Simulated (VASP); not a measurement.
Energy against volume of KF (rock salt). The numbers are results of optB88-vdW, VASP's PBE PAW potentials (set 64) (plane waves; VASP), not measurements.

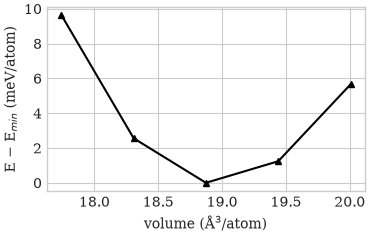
*Energy against volume*

Q: Estimate the equilibrium volume and the bulk modulus.

A: The minimum lies near 19.0 Å³/atom, and the curvature gives B0 of about 35 GPa.

The compound is KF in the rock salt structure. It was relaxed first.
